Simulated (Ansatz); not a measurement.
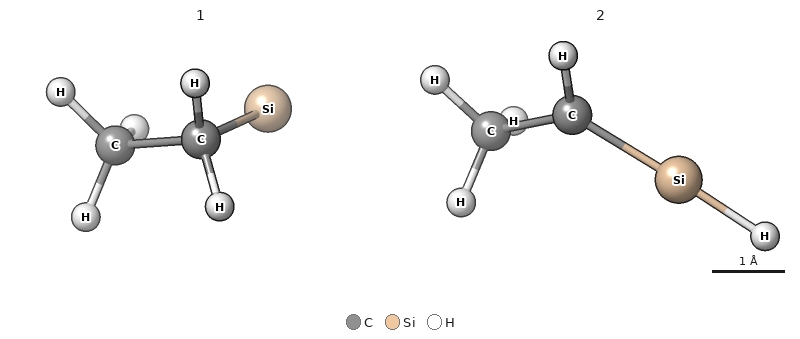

Two geometries of C$_{2}$H$_{5}$Si (charge +1), drawn at one scale. One is the start of a relaxation, the other its converged end. Style: ball-and-stick. Shown from a free direction.

Computed with RKS PBE0-D4/def2-TZVP (Ansatz). Settings: force threshold 0.005 eV/Å; at most 200 steps.

Question: Which geometry has the lower energy?

Answer: Structure 1 is the relaxed one. The atom that moves furthest after the best rigid fit is an H atom (2.14 Å). By element the largest moves are H 2.14 Å, Si 1.75 Å, C 0.55 Å. Among the contacts that change: C–H 3.195 → 1.092 Å, H–Si 3.243 → 1.973 Å, H–Si 1.447 → 2.503 Å, C–Si 2.927 → 2.266 Å. New bonds form, among them: C–H (3.20 → 1.09 Å). Bonds break, among them: H–Si (1.45 → 2.50 Å). Among the angles between lasting bonds that change: C–C–Si 126.9° → 84.4°, H–C–H 108.3° → 101.5°, C–C–H 108.3° → 113.2°. Over 38 geometry steps the energy falls by 48.4 kcal/mol. The largest force component goes from 2.1 to 0.0043 eV/Å. The run took 71 s on 2 threads of Arm Neoverse V1 (shared host).
